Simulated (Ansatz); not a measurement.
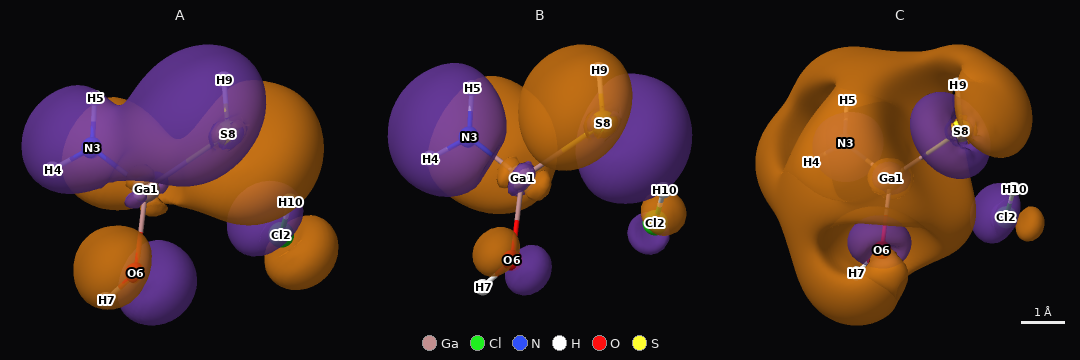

Figure 1: GaH4NOS···HCl. Three frontier orbitals at ±0.06 Å⁻³ᐟ² (orange and purple are the two phases), in no order.

Not at a stationary point (largest force 1.1 eV/Å).

All numbers below come from Ansatz, RKS PBE0/def2-SVP.

```xyz
10

Ga   -0.0088    0.6823   -0.2796
Cl   -0.0772   -0.3216    3.0082
N     1.5757    0.0380   -0.8545
H     1.6871   -0.8183   -1.3825
H     2.4400    0.5634   -0.7932
O    -1.5939   -0.0637   -0.5825
H    -1.5657   -0.9716   -0.9004
S    -0.1547    2.6829    0.7525
H     1.1864    2.7848    0.9197
H    -0.3145    0.9528    2.6798
```

Question: Which picture is the HOMO−1, the HOMO and the LUMO?

Answer: A is the HOMO−1 (−7.73 eV). By Hirshfeld shares it lies mainly on S8 (about 50 %), N3 (about 20 %), O6 (about 10 %) and Ga1 (about 10 %); largely a combination of lone pairs on S8, N3 and O6. B is the HOMO (−7.34 eV). By Hirshfeld shares it lies mainly on N3 (about 50 %), S8 (about 30 %) and Ga1 (about 10 %); largely a combination of lone pairs on N3 and S8. C is the LUMO (−0.29 eV). By Hirshfeld shares it lies mainly on Ga1 (about 40 %), S8 (about 15 %), N3 (about 10 %) and O6 (about 10 %).

Question: What is the HOMO–LUMO gap?

Answer: 7.05 eV between the orbital energies.
